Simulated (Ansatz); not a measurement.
Input file:

```
crystal:
  periodic: [false, false, false]
  atoms:
    - { symbol: C, position_ang: [-0.92, 0.5383, 0.9605] }
    - { symbol: "N", position_ang: [0.1323, 0.18, 0.0749] }
    - { symbol: P, position_ang: [1.3393, -0.719, 0.8354] }
    - { symbol: Si, position_ang: [-0.0752, -0.415, -1.5077] }
    - { symbol: F, position_ang: [-1.2117, 0.5404, -2.2206] }
    - { symbol: H, position_ang: [-0.6054, 1.1304, 1.8363] }
    - { symbol: H, position_ang: [-1.6137, 1.2851, 0.4398] }
    - { symbol: H, position_ang: [-1.5289, -0.2566, 1.2763] }
    - { symbol: H, position_ang: [1.69, 0.2004, 1.9367] }
    - { symbol: H, position_ang: [2.4793, -0.3367, 0.0694] }
    - { symbol: H, position_ang: [-0.7391, -1.7886, -1.3935] }
    - { symbol: H, position_ang: [1.1301, -0.4138, -2.2735] }
basis:
  gaussian: { orbitals: def2-SVP }
hamiltonian:
  xc: pbe0
  dispersion: d4
relax:
  f_tol: 0.015
  max_steps: 40
output:
  orbitals: {}
```

Launched as:

```sh
ansatz run input.yaml --threads 2 --pin off --max-ram 3072MiB --backend cpu --events-out ev --progress --plain --runs-dir out
```

The fields are those of the relaxed geometry.

Method: RKS PBE0-D4/def2-SVP (Ansatz).

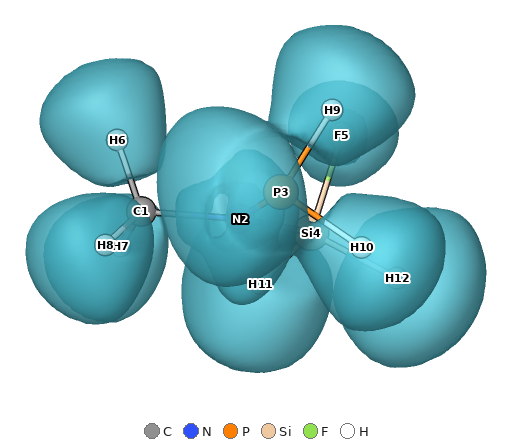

CH$_{7}$FNPSi (SMILES CN(P)[SiH2]F). Isosurface of the electron localisation function at 0.75 (cyan), seen from one side. Only the valence region is drawn (cores and ρ < 0.01 e/Å³ removed).

Question: What do the ELF domains correspond to?

Answer: The surface consists of five regions around hydrogen nuclei, one region on N in which the atom's valence shell and bonds are merged, one region wrapped around F (its lone pairs, merged into a ring or cap) and one joined region spread over several atoms (H, P), in which their bonds and any lone pairs are merged.

Values along the shortest contacts:
C–N (1.46 Å): the ELF peaks at about 0.95 between the atoms; a shared electron pair. Si–F (1.63 Å): the ELF peaks at about 0.85 in the valence shell of F, 0.6 Å from its nucleus, and is about 0.45 at the midpoint.
